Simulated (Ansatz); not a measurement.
Y (hcp, Mg type)

```xyz
2
Lattice="3.6556 0.0000 0.0000 -1.8278 3.1659 0.0000 0.0000 0.0000 5.6787" Properties=species:S:1:pos:R:3 pbc="T T T"
Y      0.0000     2.1106     4.2590
Y      1.8278     1.0553     1.4197
```

E(V) scan at fixed shape, V₀ the volume above. Symmetry pins the atoms to their sites.

The numbers are results of PBE (plane waves to 420 eV, PAW, scalar-relativistic; Ansatz, a quantum-chemistry and plane-wave program), not measurements. k mesh 15×15×8 (Γ-centred), Fermi-Dirac smearing 0.05 eV. The energy includes the smearing's −TS. With the shape held, the modulus is that of even scaling; a crystal free to change shape is softer. Y is run without spin polarisation. Y was relaxed with its symmetry unable to fall. ΔE is measured from the relaxed starting cell.

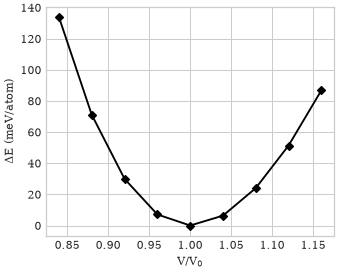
Fig. 1. ΔE (meV/atom) against V/V₀; markers are the computed points, lines only join them.

**Question.** What is ΔE at V/V₀ = 0.840?

**Answer.** About 130 meV/atom.

**Question.** What is ΔE at V/V₀ = 1.160?

**Answer.** About 87 meV/atom.

**Question.** What bulk modulus at fixed cell shape B₀ follows from a third-order Birch-Murnaghan fit?

**Answer.** About 41 GPa.

(A scan under strain: stresses follow from slopes of the energy per volume, elastic moduli from its curvatures.)
